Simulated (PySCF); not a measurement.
```json
{"atom": "P", "x (Å)": "0.0000", "y (Å)": "0.0000", "z (Å)": "-0.0454"}
{"atom": "H", "x (Å)": "0.0000", "y (Å)": "0.0000", "z (Å)": "1.3966"}
```

Level of theory: PBE0/cc-pVDZ(-PP), non-relativistic Hamiltonian with scalar-relativistic core potentials where named, at a bond length of 1.442 Å in PySCF 2.14.0.

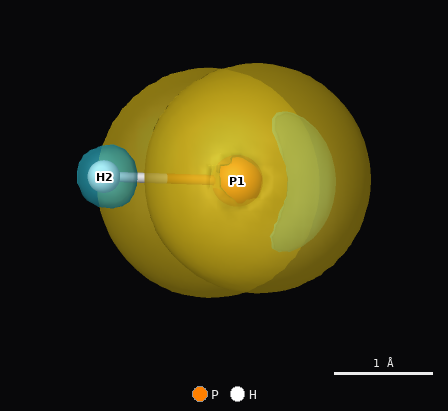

PH (charge +1, doublet). Isosurfaces of the spin density at +0.02 (yellow) and −0.02 e/Å³ (cyan), seen from one side.

Where is the unpaired spin?

Answer. The unpaired spin (1 electron) lies mostly on P1 (about 1.0), in electrons by Hirshfeld's partition.
